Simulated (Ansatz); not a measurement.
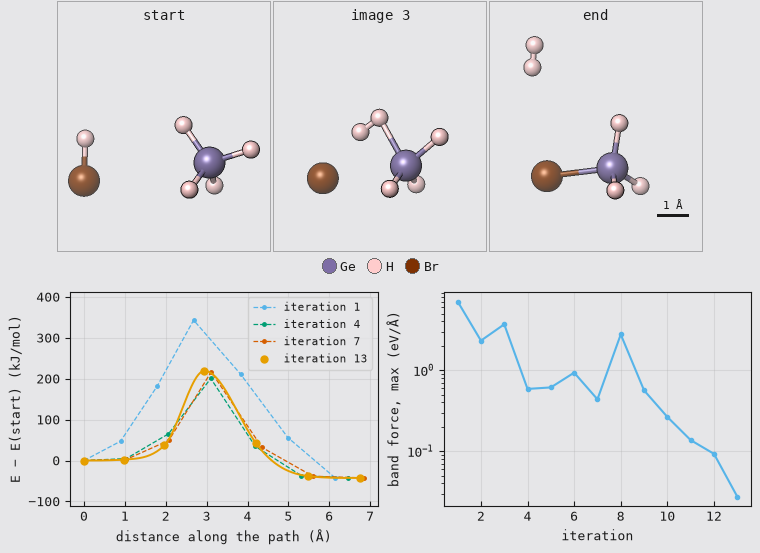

A search for the minimum-energy path of GeH5Br, made up at the start of GeH$_{4}$ and HBr by the nudged elastic band. Images are numbered from 0 (start) to 6 (end). The plot follows the band through its iterations. Style: ball-and-stick. Shown at a tilt.

All numbers below come from RHF/def2-SVP in Ansatz. Settings: 5 movable images; climbing image; force threshold 0.03 eV/Å; iteration limit 60; starting path through a guess of the saddle point.

**Did the band converge, and can the barrier be trusted?**

The result is final at these settings. The band converged in 13 iterations. The largest component of the band force went from 7 to 0.028 eV/Å. The climbing image converged on the top of the path. Its vibrational analysis gives one imaginary mode (727i cm⁻¹), as a transition state must have. The first iteration put the highest image at 343.2 kJ/mol. The highest point, image 3, lies 219.2 kJ/mol above the start and 261.7 kJ/mol above the end; the end is at −42.5 kJ/mol relative to the start.

Limits of the set-up: the start holds two separate molecules, 3.5 Å apart at their closest, whose relative position is a soft coordinate and is computed without a dispersion correction; Hartree-Fock leaves out electron correlation.

The run took 2.3 min on 1 thread of Arm Neoverse V2, with other jobs on the host, peak memory 0.19 GiB.
